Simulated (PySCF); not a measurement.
System: C$_{5}$H$_{9}$NSi.

The calculation's input:

```
{"job": {"kind": "nmr", "xc": "PBE0", "basis": "pcSseg-1"}, "charge": 0, "multiplicity": 1}
C     -2.241971     2.170673     0.059403
N     -1.588288     1.208470    -0.427880
Si    -0.965778    -0.137732     0.524977
C     -1.638832    -1.720234    -0.200337
C      0.858991    -0.109358     0.423652
C      2.076762    -0.113410     0.362226
C      3.525643    -0.112457     0.287102
H     -2.487158     2.284221     1.139118
H     -2.618497     2.982763    -0.591985
H     -1.371082     0.009796     1.964535
H     -1.384069    -1.778323    -1.269150
H     -1.207958    -2.595260     0.309309
H     -2.734360    -1.760224    -0.100374
H      3.914280    -1.130653     0.129174
H      3.874457     0.514823    -0.548128
H      3.970268     0.280451     1.214756
```

Run with:

```sh
OMP_NUM_THREADS=1 python probes_run.py task.json out
```

Geometry: PBE0-D3(BJ)/def2-SVP.

Theory: PySCF 2.14.0, PBE0/pcSseg-1, SCF density, gas phase, non-relativistic.

**Predict the electron density and electron localisation function between the atoms.**

C–C (1.22 Å): the density is about 2.7 e/Å³ at the midpoint; the ELF peaks at about 0.85 between the atoms: a multiple bond.
C–Si (1.83 Å): ρ at the midpoint is about 0.96 e/Å³; the ELF peaks at about 0.95 between the atoms (a covalent bond).
C–H (1.10 Å): ρ at the midpoint is about 1.9 e/Å³; the ELF climbs to about 1 towards the hydrogen, as it does in any bond to H: a covalent bond by its length.

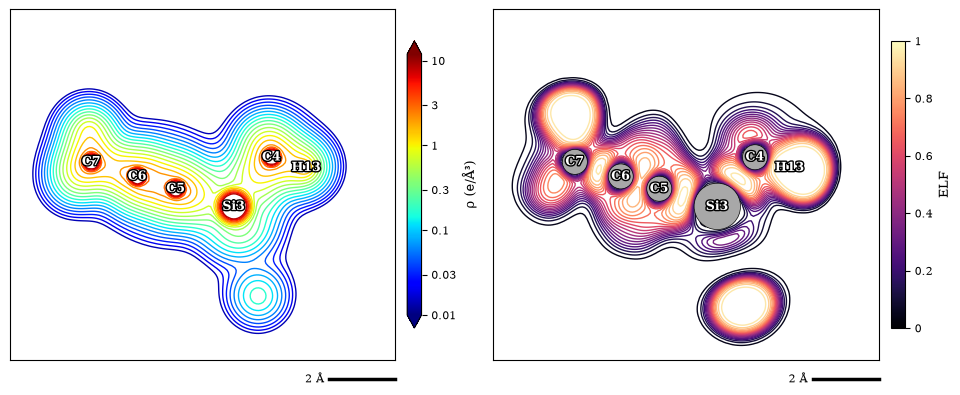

Computed electron density and electron localisation function on the plane of atoms C4, Si3 and C5, in this order. Grey discs cover the atomic cores in the ELF map. 
